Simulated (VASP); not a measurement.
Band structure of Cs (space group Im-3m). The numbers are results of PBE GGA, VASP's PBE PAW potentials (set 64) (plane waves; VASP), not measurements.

Unless said otherwise, spin-orbit coupling is left out, though it shifts the bands of the heavy elements here.

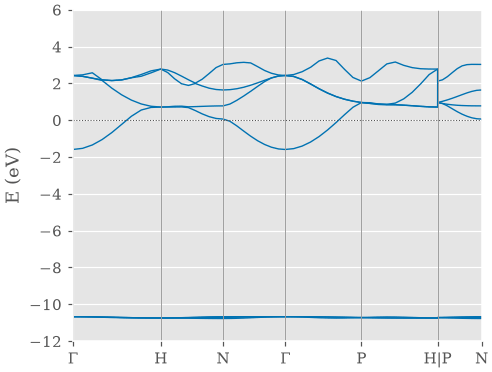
Fig. 1. Bands along high-symmetry lines, zero at the valence-band maximum or, without a gap, the Fermi level

Problem. Read the plot: is there a gap, and where are the band edges?

Solution. It has no gap at this level: it comes out as a metal or semimetal.

The structure comes from a computed database's Cs entry; how it stands against other phases isn't given here. The cell was not relaxed at this level.
